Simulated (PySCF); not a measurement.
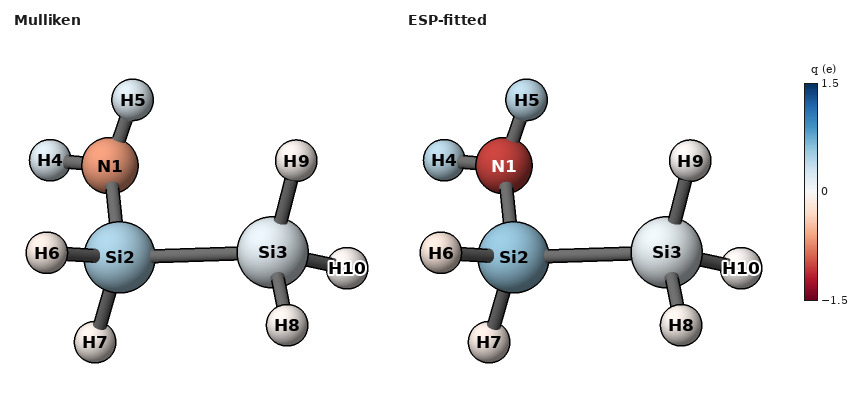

Atomic charges of one calculation by 2 schemes, on one colour scale. Computed geometry: GFN2-xTB optimisation. No frequency run is at hand to confirm it as a minimum. Computed with PBE0/pcSseg-1 (PySCF 2.14.0).

Which scheme gives the most polar picture (largest mean size of the charges)?

The ESP-fitted charges are the largest in size here.

On which atom do the schemes disagree most?

On N1 (from −1.01 to −0.63 e).

List the charges (e), one line for each set of equivalent atoms.

```csv
atom,Mulliken,ESP-fitted
N1,−0.63,−1.01
Si2,0.48,0.57
Si3,0.14,0.11
H4,0.20,0.39
H5,0.19,0.38
H6,−0.11,−0.16
H7,−0.09,−0.11
H8,−0.06,−0.07
H9,−0.07,−0.04
H10,−0.05,−0.04
```

The geometry is semi-empirical. Around Si such bond lengths and angles can be off by a tenth of an ångström or more and by several degrees, and values that hang on the shape move with them.
